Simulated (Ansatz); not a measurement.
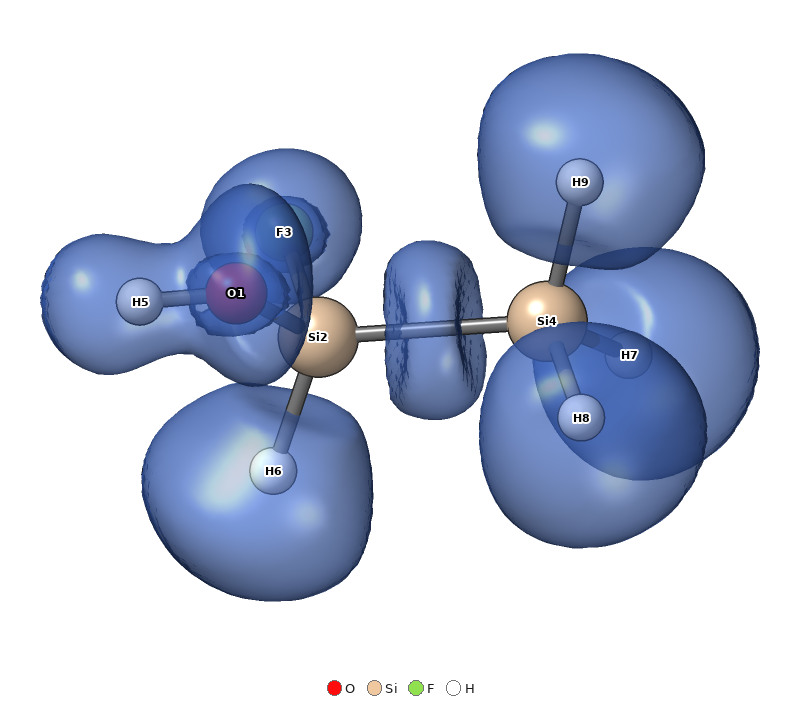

FH₅OSi₂ (SMILES O[SiH](F)[SiH3]). Isosurface of the ELF at 0.75 (blue), seen from one side. Only the valence region is drawn (cores and ρ < 0.01 e/Å³ removed).

These are results of RKS B3LYP-D4/def2-SVP in Ansatz 0.2.0, not measurements.

| atom | x (Å) | y (Å) | z (Å) |
| --- | --- | --- | --- |
| O | -0.7794 | -0.9817 | 1.7184 |
| Si | -0.9993 | -0.2494 | 0.2471 |
| F | 0.4481 | 0.1575 | -0.3909 |
| Si | -2.0126 | -1.8429 | -1.1394 |
| H | -0.4481 | -0.4504 | 2.4533 |
| H | -1.7434 | 1.0365 | 0.3871 |
| H | -2.2039 | -1.2749 | -2.5062 |
| H | -3.3451 | -2.2208 | -0.5837 |
| H | -1.1505 | -3.0564 | -1.2293 |

**Where are the electrons localised?**

The ELF exceeds this value in one region between bonded Si–Si atoms (shared pairs), four regions around hydrogen nuclei, one region wrapped around F (its lone pairs, merged into a ring or cap) and one joined region spread over several atoms (H, O), in which their bonds and any lone pairs are merged. Along the contacts the grid gives the following. Si–F (1.63 Å): the ELF peaks at about 0.85 in the valence shell of F, 0.6 Å from its nucleus, and is about 0.45 at the midpoint. Si–O (1.66 Å): the ELF peaks at about 0.85 between the atoms: a shared but strongly polarised pair.
